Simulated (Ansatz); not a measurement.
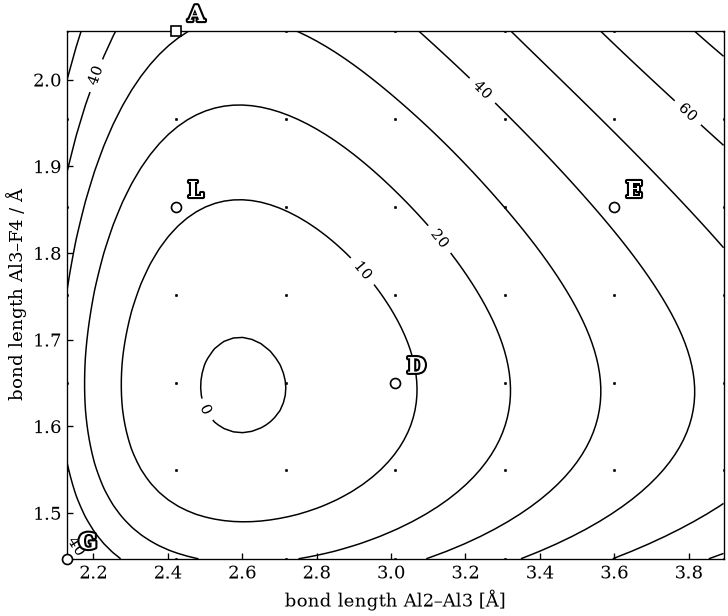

Al₂F₂H₂, SMILES [F][AlH][AlH][F]. Coordinates scanned: (1) bond length Al2–Al3; (2) bond length Al3–F4. Nothing is relaxed (all other coordinates rigid). The grid has 7 × 7 points. All energies are given in kcal/mol relative to the lowest grid point. The reference is spin-restricted, which grows unreliable where a bond is stretched far. All numbers below come from RKS r2SCAN0-D4/def2-TZVP in Ansatz.

In the figure: contour lines labelled in kcal/mol, dots at the grid points, lettered points. Between grid points the surface is interpolated.

Is G the lowest point of the computed grid?

No. G lies 47.1 kcal/mol above the lowest grid point, which is at bond length Al2–Al3 = 2.717 Å, bond length Al3–F4 = 1.650 Å.

Rank the lettered points by energy, lowest first.

D (7.9 kcal/mol), L (11.9 kcal/mol), A (31.0 kcal/mol), E (42.3 kcal/mol), G (47.1 kcal/mol).
